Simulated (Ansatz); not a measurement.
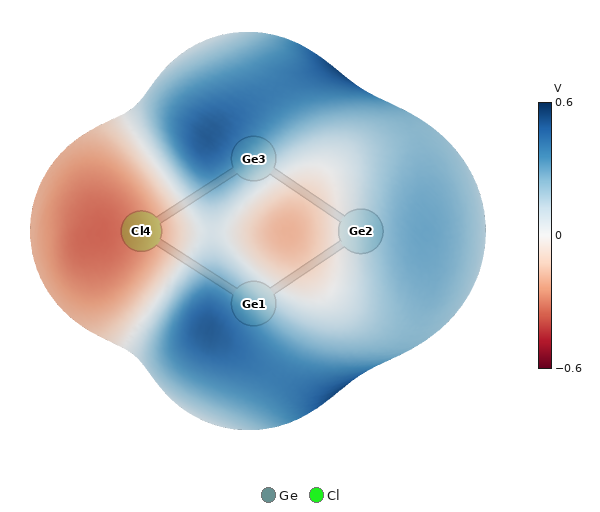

The picture shows: ClGe₃ (doublet). The molecular electrostatic potential painted on the density surface at 0.001 e/bohr³, seen at a tilt; the colour scale runs from red (negative) to blue (positive).

Geometry: r2SCAN-D4/def2-SVP.

The calculation used UKS PBE0-D4/def2-TZVP in Ansatz 0.2.0.

```xyz
4

Ge   -1.2330   -0.5260    0.1052
Ge    0.5264   -1.5314   -1.1930
Ge    1.1672    0.6034   -0.2857
Cl   -0.4606    1.4540    1.3735
```

Where is the surface potential most negative and most positive?

Answer. The most negative region (about −0.4 V) lies over Cl4, the most positive (about +0.6 V) over Ge1 and Ge3.
